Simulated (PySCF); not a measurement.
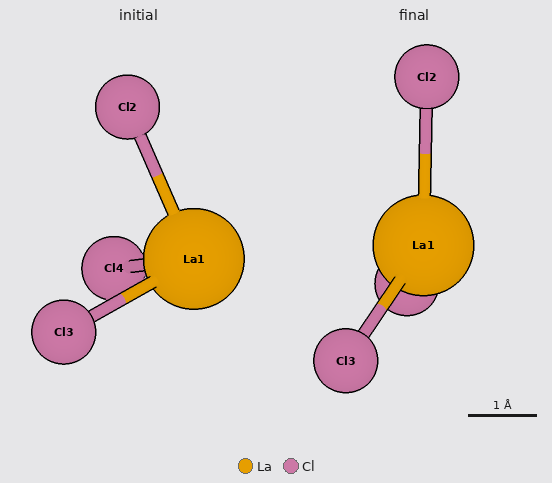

The structure of LaCl3 before (left) and after (right) a relaxation, at one scale.

Style: ball-and-stick. Shown from a free direction.

The start comes from GFN2-xTB.

Method: PBE0-D3(BJ)/def2-SVP geometry optimisation, gas phase (PySCF). 

> Summarise the run.

The relaxation stopped without meeting its thresholds, so the last structure isn't shown to be converged. The energy falls by 67.5 kJ/mol in 40 geometry steps. Largest force component: 1.3 eV/Å at the start, 0.031 eV/Å at the end. The largest move after the best rigid fit is that of La1, 0.72 Å. Largest moves by element: La 0.72 Å, Cl 0.60 Å. Some distances before and after: La1–Cl2 2.494 → 2.605 Å, La1–Cl4 2.493 → 2.589 Å, La1–Cl3 2.496 → 2.588 Å. Bond angles that change, for instance: Cl2–La1–Cl4 90.6° → 118.9°, Cl2–La1–Cl3 90.6° → 118.4°, Cl3–La1–Cl4 90.6° → 113.4°.
